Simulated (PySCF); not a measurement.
**C₄H₄S, SMILES `C#CCC=S`: what the electrons do**

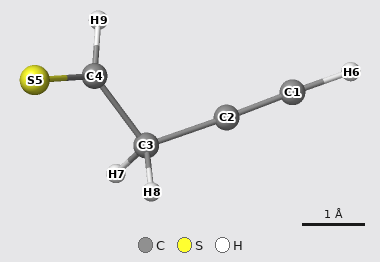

The molecule, with its atoms numbered as below. No frequency check shows the geometry to be a minimum.

Coordinates in Å:

```
C1      -2.8574    0.4575   -0.1550
C2      -1.8170   -0.1247   -0.0578
C3      -0.5333   -0.7884    0.0619
C4       0.5374    0.1728    0.4504
S5       2.0260    0.1680   -0.1706
H6      -3.7801    0.9470   -0.2500
H7      -0.6100   -1.5511    0.8485
H8      -0.2725   -1.2912   -0.8732
H9       0.2682    0.9045    1.2073
```

## 1. Bonding charge

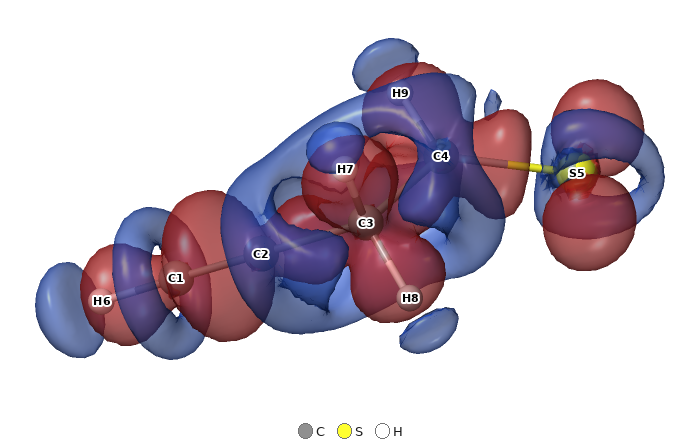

Deformation density (molecule less spherical, spin-averaged free atoms at the same positions), surfaces at ±0.06 e/Å³; red: gain, blue: loss.

Computed with PySCF, HF/def2-SVP, geometry: GFN2-xTB.

Q: How much density has each bond gained at its critical point, relative to the free atoms?

A: C1–C2: +0.88 e/Å³ at the bond critical point (bond length 1.20 Å, Mayer order 2.9). C4–H9: +0.78 e/Å³ at the bond critical point (bond length 1.09 Å, Mayer order 1.0). C1–H6: +0.76 e/Å³ at the bond critical point (bond length 1.05 Å, Mayer order 1.0). C3–H8: +0.71 e/Å³ at the bond critical point (bond length 1.09 Å, Mayer order 1.0). C3–H7: +0.67 e/Å³ at the bond critical point (bond length 1.10 Å, Mayer order 1.0). C3–C4: +0.62 e/Å³ at the bond critical point (bond length 1.49 Å, Mayer order 1.0). C2–C3: +0.57 e/Å³ at the bond critical point (bond length 1.45 Å, Mayer order 0.9). C4–S5: +0.11 e/Å³ at the bond critical point (bond length 1.61 Å, Mayer order 1.9); up to 0.6 Å beside the axis the gain reaches +0.59 e/Å³. In all, 2.4 electrons gather in the regions of gain relative to the promolecule. A small or negative value marks a very polar bond, one between electron-rich atoms, whose free-atom densities already overlap strongly, a long bond to a heavier atom, or a closed-shell contact such as a hydrogen bond.

Q: Where do the Hirshfeld charges lie?

A: The highest Hirshfeld charge is on H6 (+0.10 e), the lowest on S5 (−0.12 e).

## 2. Bond critical points

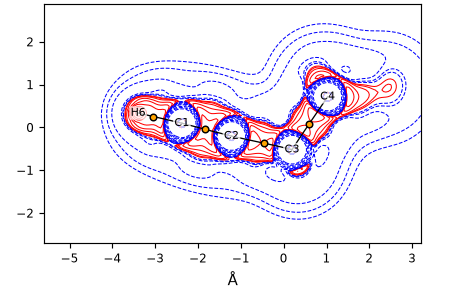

Negative Laplacian of the density (−∇²ρ) in the plane of C1, C2, C3, C4 and H6 (solid red lines positive, dashed blue lines negative, contours at ±0.02 to ±8 a.u.), with bond paths and bond critical points (dots).

Q: Sort the bonds in the plane by the sign of ∇²ρ at their critical points.

A: Concentrated (∇²ρ < 0): C1–C2 (−1.07 a.u.); C1–H6 (−1.32 a.u.); C2–C3 (−0.80 a.u.); C3–C4 (−0.76 a.u.). At none is it depleted.

Q: Where along C1–H6 does the critical point lie?

A: 0.69 Å from C1 and 0.36 Å from H6.

## 3. Local ionisation energy

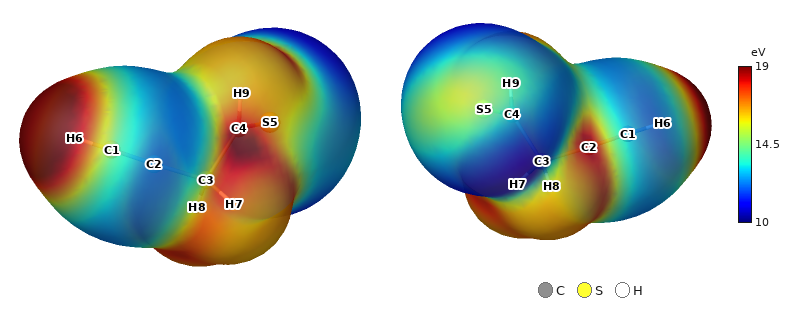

Average local ionisation energy on the surface of electron density 0.001 a.u. (back view left, front view right).

Q: Locate the minima of the map.

A: The lowest value is 10.8 eV, about equally far (2.2 Å) from S5 and H8. Further minima include 10.9 eV, 2.2 Å from S5; 12.2 eV, off the C1–C2 bond (2.1 to 2.2 Å from its atoms); 16.2 eV, 1.3 Å from H7. For comparison, the highest occupied orbital lies at −9.4 eV.

## 4. Excited states

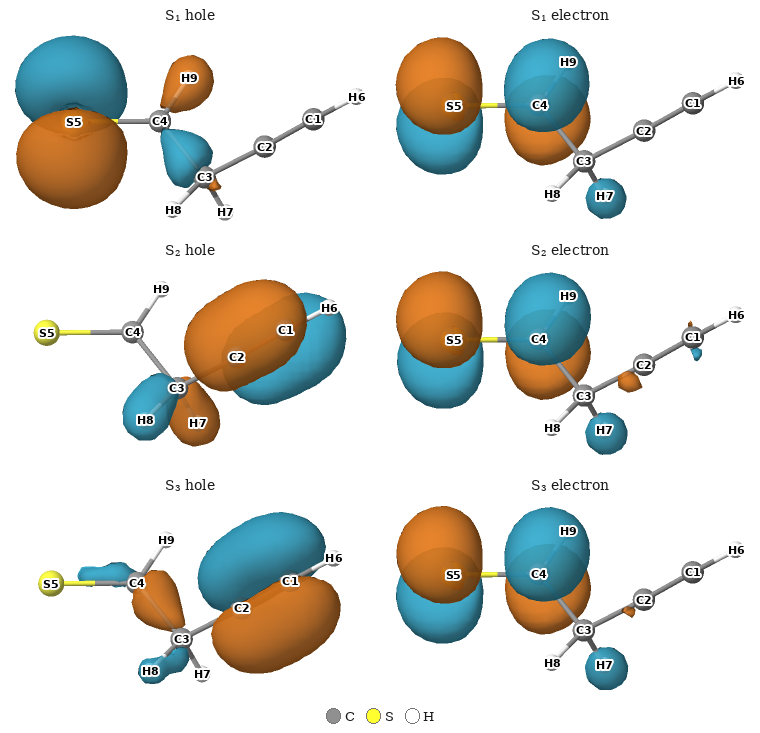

Leading natural transition orbitals (full linear response singlet states).

Computed with PySCF, PBE0/def2-SVP, geometry: GFN2-xTB. Without diffuse functions Rydberg states are missing, so the states' numbers hold for this basis only.

Q: Describe these excited states.

A: By state:
- S₁: 2.44 eV (508 nm), f = 0.000 (dark); the leading pair carries 100 %; hole on S5 (82 %) and C4 (7 %), electron on S5 (46 %), C4 (39 %) and C3 (5 %); their centroids lie 0.7 Å apart.
- S₂: 4.79 eV (259 nm), f = 0.008, charge transfer, whose energy this functional puts too low; the leading pair carries 100 %; hole on C1 (44 %), C2 (37 %) and C3 (6 %), electron on S5 (44 %), C4 (38 %) and C3 (5 %); their centroids lie 3.1 Å apart.
- S₃: 4.90 eV (253 nm), f = 0.024, charge transfer, whose energy this functional puts too low; the leading pair carries 100 %; hole on C1 (44 %) and C2 (38 %), electron on S5 (44 %), C4 (38 %) and C3 (5 %); their centroids lie 3.1 Å apart.

## 5. Stretching a bond

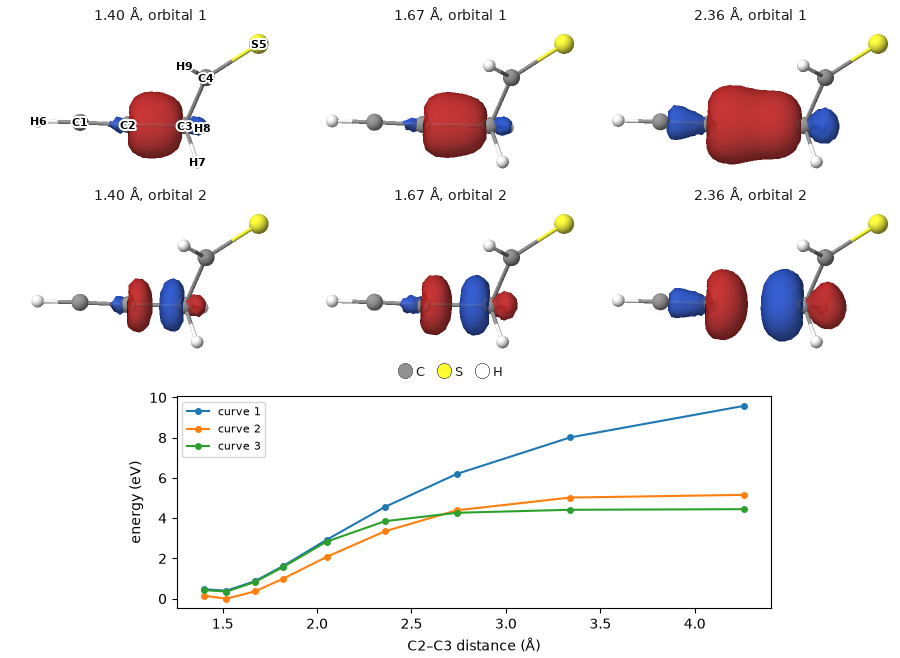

Rigid stretch of the C2–C3 bond. The two CASSCF(2,2) natural orbitals nearest half filling (orbital 1 the more occupied). Below: energies along the scan, from the lowest point of the three curves.

Method: 6-31G* basis; geometry: GFN2-xTB; program: PySCF.

Q: How do the occupations change along the stretch?

A: 1.40 Å: 1.99 and 0.01; 1.67 Å: 1.97 and 0.03; 2.36 Å: 1.84 and 0.16. At the longest distance computed (4.26 Å) they are 1.07 and 0.93, and the effective number of unpaired electrons is 2.0.

UHF's ⟨S²⟩ passes 1 along the scan (up to 1.67), so it also polarises electrons outside the stretched bond; its energy lowering isn't due to that bond alone.

Q: Which curve is which method?

A: Curve 1 is RHF. Curve 2 is CASSCF(2,2). Curve 3 is UHF. RHF rises too steeply because it keeps both electrons in one orbital and so mixes in ionic fragments.

UHF already breaks spin symmetry near equilibrium here (⟨S²⟩ = 0.23 at 1.52 Å), for reasons apart from this bond.

Q: How much energy does the stretch cost?

A: By CASSCF, 5.2 eV from the lowest point of the scan (1.52 Å) to 4.26 Å; RHF gives 9.2 eV from its own lowest point. The fragments aren't relaxed and dynamic correlation is missing, so this isn't a bond dissociation energy.
